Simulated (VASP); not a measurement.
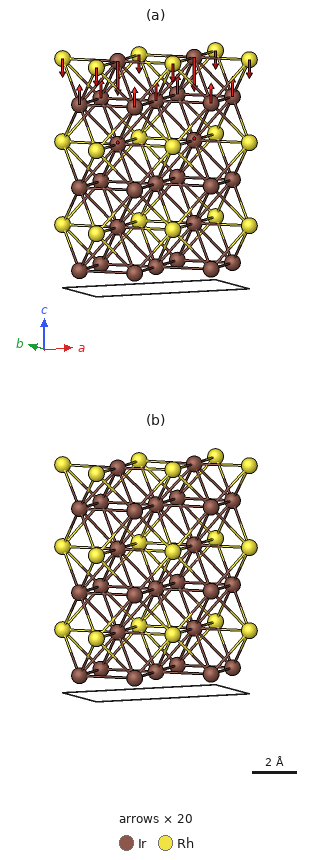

The structure of a slab of composition Ir$_{3}$Rh before (top) and after (bottom) a relaxation, at one scale. The red arrows give the displacements, magnified 20 times.

A ball-and-stick model of the 2 × 1 repeat of the cell, outlined in the plane, without the vacuum, seen slightly off an axis.

The run lets the atoms move in a fixed cell. 6 atoms are held fixed.

Computed with Kohn-Sham DFT of a periodic cell, PBEsol, VASP PAW PBE potentials, recommended (VASP).

Input file:
```
SYSTEM = Ir3Rh
  PREC = Accurate
  ENCUT = 520
  EDIFF = 1E-7
  ISMEAR = 0
  SIGMA = 0.05
  LREAL = .FALSE.
  LASPH = .TRUE.
  NELM = 80
  ALGO = Fast
  ISIF = 2
  LWAVE = .FALSE.
  LCHARG = .FALSE.
  LDIPOL = .TRUE.
  IDIPOL = 3
  DIPOL = 0.5 0.5 0.500
  GGA = PS
  IBRION = 2
  NSW = 40
  EDIFFG = -0.005
```

Launched with:
```bash
cat potpaw_PBE.64/Ir/POTCAR potpaw_PBE.64/Rh_pv/POTCAR > POTCAR
mpirun -np 1 vasp_std > vasp.out
```

What changed between the two?

The run was cut off at its time limit before the relaxation converged, so the last structure is only a point on the way. After 1 geometry step the energy has fallen by 0.263 eV per cell of the calculation. Largest force component: 1.7 eV/Å at the start, 1.2 eV/Å at the end. The largest move is that of an Ir atom, 0.081 Å along the normal (−c). By element the largest moves are Ir 0.081 Å, Rh 0.045 Å. The cell doesn't change. Near-neighbour distances that change, for instance: Ir–Ir 2.716 → 2.626 Å, Ir–Rh 2.716 → 2.650 Å, Ir–Rh 2.716 → 2.747 Å, Ir–Ir 2.716 → 2.743 Å. It ran on 1 thread of Intel(R) Xeon(R) Platinum 8488C (Sapphire Rapids), with other jobs on the host.
